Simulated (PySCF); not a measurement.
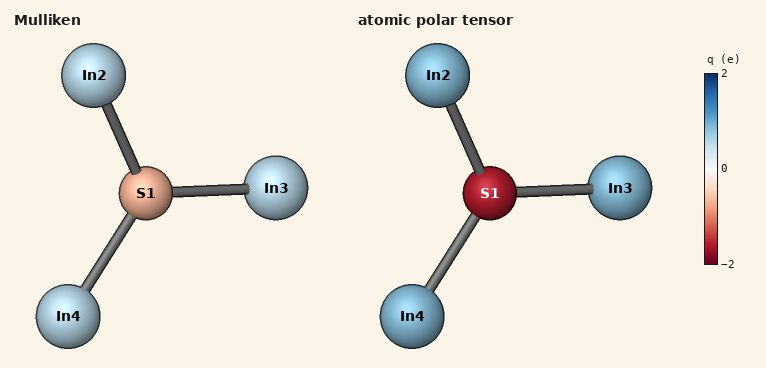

Atomic charges of one calculation by 2 schemes, on one colour scale. The species has charge +1 and is a spin singlet. The computed structure is the end point of a PBE0/def2-SVP with core potentials optimisation. Method: PBE0/def2-SVP, core potentials on In (PySCF 2.14.0).

Which scheme gives the most polar picture (largest mean size of the charges)?

The atomic polar tensor charges are the largest in size here.

List the charges (e), one line for each set of equivalent atoms.

```csv
atom,Mulliken,atomic polar tensor
S1,−0.66,−1.58
"In2, In3, In4",0.55,0.86
```
